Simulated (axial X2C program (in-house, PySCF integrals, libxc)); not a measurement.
**SbP⁻: from the state search to constants**

Aim: find the lowest determinant of SbP⁻, scan the bond at several levels and fit the constants, once spin-free and once with spin–orbit coupling.

Program: an in-house X2C program for linear molecules on PySCF integrals. Level of theory: all-electron X2C, Sb dyall-acv3z, P dyall-av3z. These are calculated values, not measurements.

### Step 1. Set-up

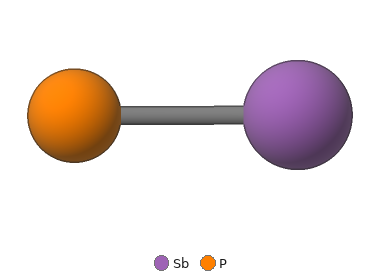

The two atoms at 2.350 Å (antimony purple, phosphorus orange).

task.json reads:

```json
{"zs": [51, 15], "q": -1, "bas": ["dyall-acv3z", "dyall-av3z"], "levels": ["PBE0", "HF", "B97-3"], "cc": true, "r0": 2.35, "thr": -1.0, "nmax": 90, "npts": 10, "nst": 2, "ntry": 6}
```

Keys: zs atomic numbers; q charge; bas basis sets; levels methods (HF also brings MP2); cc coupled cluster on or off; r0 starting distance in Å; thr threshold in hartree for freezing inner shells (an s shell follows its p shell); nmax most natural virtual spinors; npts points asked for on the curve; nst determinants followed; ntry starts of the search.

Launch:

```
$ python so2c.py task.json out
```

Spin-free means the one-electron spin-free X2C Hamiltonian; two-component (2c) means X2C with spin–orbit coupling and atomic mean-field two-electron Coulomb and Gaunt terms. Basis: Sb dyall-acv3z contracted to [12s13p9d5f1g], P dyall-av3z contracted to [9s8p3d2f]; Gaussian nuclei, density fitting. Masses: Sb 120.904 u, P 30.974 u.

Notation: σ, π±, δ± give the projection m of an orbital's angular momentum (0, ±1, ±2), α and β its spin, Λ and M_S the sums; ω is the projection of a spinor's total angular momentum and Ω the sum. Logs are in hartree.

The results follow Hamiltonian by Hamiltonian and level by level.

### Step 2. Search for the lowest determinant

PBE0 moves the distance from 2.350 Å to 2.288 Å and compares determinants there.

Spin-free determinants:

| ΔE (eV) | state | open shells |
| --- | --- | --- |
| 0.00 | M_S = 1/2, Λ = 1 | beyond closed shells: π+α |
| 1.41 | M_S = 3/2, Λ = 1 | beyond closed shells: 2 × π+α, π+β, 2 × π-α |
| 1.66 | M_S = 1/2, Λ = 0 | beyond closed shells: σα |
| 2.09 | M_S = 3/2, Λ = 0 | beyond closed shells: σα, π+α, π-α |
| 2.26 | M_S = 1/2, Λ = 3 | beyond closed shells: 2 × π+α, 2 × π+β, π-α |
| 2.26 | M_S = 1/2, Λ = 1 | beyond closed shells: π+α, 2 × π+β, 2 × π-α |
| 2.53 | M_S = 1/2, Λ = 0 | beyond closed shells: σβ, π+α, π-α |

Two-component determinants:

```tsv
ΔE (eV)	state	open shells
0.00	Ω = 1/2	excess of +ω over −ω: ω = 1/2
0.19	Ω = 3/2	excess of +ω over −ω: ω = 3/2
1.43	Ω = 5/2	excess of +ω over −ω: ω = -1/2, 2 × ω = 3/2
1.60	Ω = 1/2	excess of +ω over −ω: 2 × ω = -1/2, ω = 3/2
2.09	Ω = 3/2	excess of +ω over −ω: ω = 3/2
2.28	Ω = 7/2	excess of +ω over −ω: ω = 1/2, 2 × ω = 3/2
2.42	Ω = 5/2	excess of +ω over −ω: 2 × ω = 1/2, ω = 3/2
```

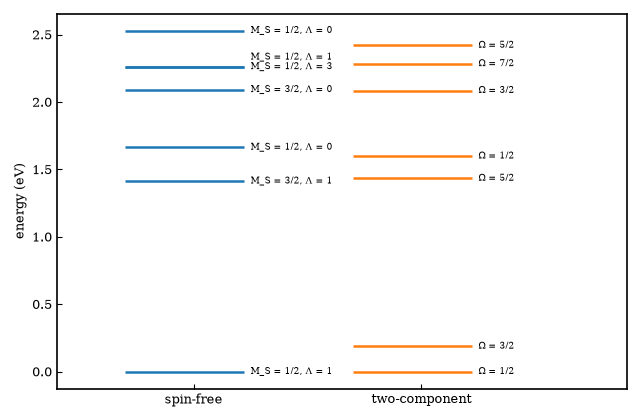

The determinants found, each set from its own lowest.

### Step 3. PBE0, spin-free

State followed: M_S = 1/2, Λ = 1 (beyond closed shells: π+α). The scan is laid around 2.288 Å, a first estimate of the minimum, and this SCF restarts from the orbitals of the search.

The SCF at the reference distance of 2.288 Å:

```text
spin-free X2C-1e  PBE0
basis functions 202  fitting functions 1044  grid points 5079
iter        total energy     max residual
   1      -6822.601108872     3.16e-06
   2      -6822.601108871     5.39e-06
converged
one-electron -9741.41893233  Coulomb 2937.05851421  exact exchange -48.03842023  xc functional -147.13433624  nuclear repulsion 176.93206571
```

Along the bond, energies from the lowest point:

| R (Å) | E (eV) | μ (D) | HOMO (eV) | LUMO (eV) | iterations |
| --- | --- | --- | --- | --- | --- |
| 1.991 | 1.1821 | -2.29 | 1.15 | 2.54 | 15 |
| 2.082 | 0.4785 | -2.67 | 0.97 | 2.40 | 14 |
| 2.151 | 0.1818 | -2.90 | 0.84 | 2.29 | 14 |
| 2.219 | 0.0337 | -3.11 | 0.70 | 2.17 | 15 |
| 2.288 | 0.0000 | -3.29 | 0.56 | 2.04 | 2 |
| 2.368 | 0.0688 | -3.46 | 0.40 | 1.90 | 15 |
| 2.448 | 0.2213 | -3.55 | 0.26 | 1.75 | 15 |
| 2.551 | 0.4861 | -3.44 | 0.13 | 1.65 | 18 |
| 2.677 | 0.8430 | -3.25 | 0.05 | 1.61 | 15 |
| 2.860 | 1.3571 | -3.01 | 0.00 | 1.62 | 15 |

Dipoles are positive if P is the positive end and refer to the centre of mass.

Outer orbitals at the reference distance:

```tsv
symmetry	occupied	ε (eV)	atomic character
δ+α	yes	-30.51	100% Sb d
σα	yes	-30.49	100% Sb d
δ-α	yes	-30.49	100% Sb d
σβ	yes	-30.47	100% Sb d
δ+β	yes	-30.44	100% Sb d
δ-β	yes	-30.44	100% Sb d
π+α	yes	-30.44	100% Sb d
π-α	yes	-30.43	100% Sb d
π-β	yes	-30.41	100% Sb d
π+β	yes	-30.41	100% Sb d
σα	yes	-11.62	46% P s, 30% Sb s, 8% Sb p
σβ	yes	-11.28	43% P s, 31% Sb s, 8% Sb p
σα	yes	-7.53	39% Sb s, 25% P s, 15% P p
σβ	yes	-6.96	37% Sb s, 27% P s, 14% P p
σα	yes	-2.17	46% P p, 39% Sb p, 7% Sb s
π+α	yes	-2.04	52% P p, 40% Sb p, 2% Sb d
σβ	yes	-1.96	46% P p, 38% Sb p, 7% Sb s
π-α	yes	-1.68	50% P p, 42% Sb p, 3% P d
π+β	yes	-1.32	46% P p, 44% Sb p, 3% P d
π-β	yes	-1.32	46% P p, 44% Sb p, 3% P d
π+α	yes	0.56	40% Sb p, 29% P p, 14% Sb d
π-α	no	2.04	38% Sb p, 29% P p, 16% Sb d
π+β	no	2.54	37% Sb p, 30% P p, 17% Sb d
π-β	no	2.54	37% Sb p, 30% P p, 17% Sb d
σα	no	2.89	66% Sb p, 24% P p, 4% Sb s
```

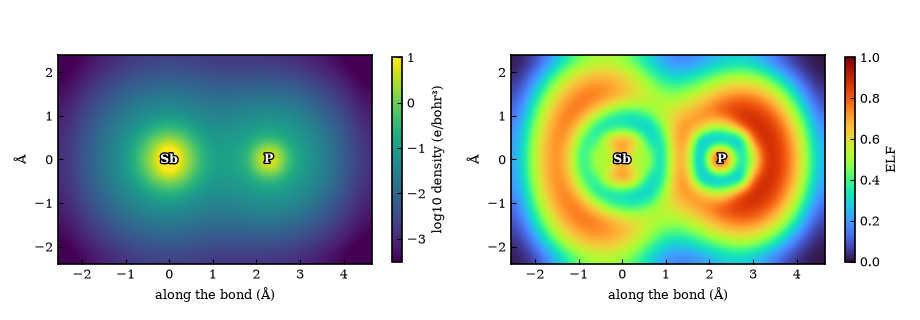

PBE0 fields in a plane through the axis, from a grid of 0.3 Å; Sb lies at z = 0 and P at z = 2.288 Å; the ELF is damped to zero where the density is low.

Re = 2.277 Å, ωe = 462 cm⁻¹, ωexe = 1.6 cm⁻¹, Be = 0.1319 cm⁻¹, De = 3.56 eV, μ = -3.26 D.

### Step 4. HF, spin-free

Output at 2.288 Å:

```text
spin-free X2C-1e  HF
basis functions 202  fitting functions 1044  grid points 5079
iter        total energy     max residual
   1      -6819.582033316     3.67e-01
   2      -6819.607142479     4.69e-03
   3      -6819.608125753     2.05e-03
   4      -6819.608348086     1.49e-03
   5      -6819.608477828     1.25e-03
   6      -6819.608597029     1.73e-03
   7      -6819.608676531     1.79e-03
   8      -6819.608477651     1.34e-03
   9      -6819.608157247     2.78e-04
  10      -6819.608153076     9.73e-05
  11      -6819.608153928     4.09e-05
  12      -6819.608154063     1.86e-05
  13      -6819.608154092     1.65e-05
  14      -6819.608154101     6.45e-06
  15      -6819.608154103     2.66e-06
converged
one-electron -9739.87078600  Coulomb 2935.55644608  exact exchange -192.22587990  xc functional 0.00000000  nuclear repulsion 176.93206571
```

On the way the iterations pass 0.014 eV below the final energy, so this may not be the lowest solution of its occupation.

No constants are quoted: the dipole of the solution doesn't run smoothly along the scan, a sign that its character may change, so the fit is set aside.

### Step 5. B97-3, spin-free

The SCF at the reference distance of 2.288 Å:

```text
spin-free X2C-1e  B97-3
basis functions 202  fitting functions 1044  grid points 5079
iter        total energy     max residual
   1      -6822.659133885     4.15e-02
   2      -6822.659565045     3.46e-03
   3      -6822.657682540     8.58e-03
   4      -6822.659853209     8.61e-04
   5      -6822.659873934     4.22e-04
   6      -6822.659879826     1.99e-04
   7      -6822.659882948     1.94e-04
   8      -6822.659889972     8.45e-05
   9      -6822.659891051     2.29e-05
  10      -6822.659891169     7.41e-06
  11      -6822.659891171     1.75e-06
  12      -6822.659891171     3.89e-07
converged
one-electron -9741.41927147  Coulomb 2937.06319026  exact exchange -51.74590709  xc functional -143.48996858  nuclear repulsion 176.93206571
```

Re = 2.290 Å, ωe = 451 cm⁻¹, ωexe = 1.17 cm⁻¹, Be = 0.1303 cm⁻¹, De = 3.71 eV, μ = -3.47 D.

### Step 6. MP2 and beyond, spin-free

Correlated methods: 11 electrons correlated (frozen shells, counted by type: Sb 4 s, 3 p, 2 d; P 2 s, 1 p), 291 virtual spinors in MP2, 90 natural virtuals in coupled cluster.

Output of the correlated part at 2.288 Å:

```text
correlated 11  virtual 291  natural virtual 90  E(MP2) -0.270692737  MP2 remainder -0.011270050
iter   CCSD correlation   residual
   1     -0.263375941   1.69e-01
   2     -0.273329808   6.58e-02
   3     -0.276019492   2.59e-02
   4     -0.276200308   7.88e-03
   5     -0.276211933   2.50e-03
   6     -0.276206079   1.13e-03
   7     -0.276204370   6.60e-04
   8     -0.276210714   4.23e-04
   9     -0.276206265   2.33e-04
  10     -0.276208714   9.22e-05
  11     -0.276207360   4.45e-05
  12     -0.276208019   2.66e-05
  13     -0.276207741   1.53e-05
  14     -0.276207699   8.38e-06
  15     -0.276207718   4.16e-06
(T) -0.020228803  T1 0.0272  D1 0.0431  max T2 0.119
```

T1 in the output is the amplitude norm over the root of the electron number; divide by √2 for the Lee–Taylor value.

MP2: No constants are quoted: the dipole of the HF reference doesn't run smoothly along the scan, a sign that its character may change, so the fit is set aside.

CCSD: No constants are quoted: the dipole of the HF reference doesn't run smoothly along the scan, a sign that its character may change, so the fit is set aside.

CCSD(T): No constants are quoted: the dipole of the HF reference doesn't run smoothly along the scan, a sign that its character may change, so the fit is set aside.

### Step 7. A higher determinant, spin-free

State: M_S = 3/2, Λ = 1 (beyond closed shells: 2 × π+α, π+β, 2 × π-α).

Output at the reference distance:

```text
spin-free X2C-1e  PBE0
basis functions 202  fitting functions 1044  grid points 5079
iter        total energy     max residual
   1      -6822.549188475     1.15e-05
   2      -6822.549188478     8.52e-06
   3      -6822.549188480     4.29e-06
converged
one-electron -9741.39134729  Coulomb 2937.14222865  exact exchange -48.06255916  xc functional -147.16957639  nuclear repulsion 176.93206571
```

| R (Å) | E above the lowest PBE0 point (eV) |
| --- | --- |
| 1.991 | 3.775 |
| 2.082 | 2.671 |
| 2.151 | 2.097 |
| 2.219 | 1.689 |
| 2.288 | 1.413 |
| 2.368 | 1.220 |
| 2.448 | 1.134 |
| 2.551 | 1.138 |
| 2.677 | 1.260 |

Re = 2.495 Å, ωe = 337 cm⁻¹, ωexe = 0.949 cm⁻¹, Be = 0.1098 cm⁻¹, μ = -3.20 D. Te = 1.12 eV. As a difference of two determinants it need not be a gap between pure terms.

### Step 8. The spin-free curves together

Energy (eV) of the followed determinant, spin-free, from each level's lowest point:

| R (Å) | PBE0 | HF (dipole not smooth) | MP2 (HF's dipole not smooth) | CCSD (HF's dipole not smooth) | CCSD(T) (HF's dipole not smooth) | B97-3 |
| --- | --- | --- | --- | --- | --- | --- |
| 1.991 | 1.182 | 1.104 | 1.447 | n/a | n/a | 1.268 |
| 2.082 | 0.479 | 0.408 | 0.663 | 0.587 | 0.652 | 0.535 |
| 2.151 | 0.182 | 0.125 | 0.293 | 0.248 | 0.292 | 0.218 |
| 2.219 | 0.034 | 0.001 | 0.089 | 0.064 | 0.087 | 0.051 |
| 2.288 | 0.000 | 0.000 | 0.000 | 0.000 | 0.000 | 0.000 |
| 2.368 | 0.069 | 0.115 | 0.004 | 0.038 | 0.009 | 0.050 |
| 2.448 | 0.221 | 0.323 | 0.091 | 0.164 | 0.105 | 0.187 |
| 2.551 | 0.486 | 0.682 | 0.280 | 0.414 | 0.313 | 0.449 |
| 2.677 | 0.843 | 1.208 | 0.580 | n/a | n/a | 0.853 |
| 2.860 | 1.357 | 0.453 | 1.967 | n/a | n/a | 1.508 |

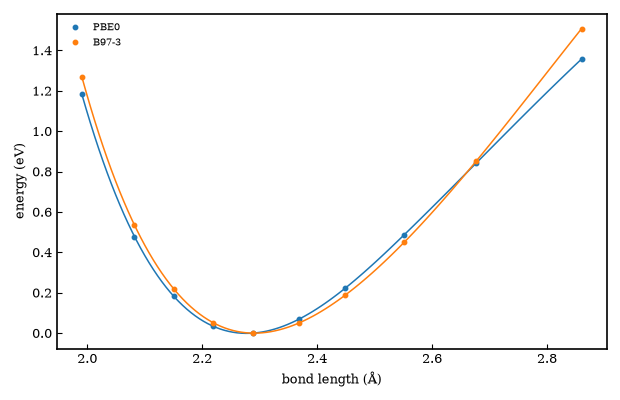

Curves of the followed state, spin-free, each from its own lowest point. Left out: HF, MP2, CCSD, CCSD(T).

(Part 1 of 2 ends here.)
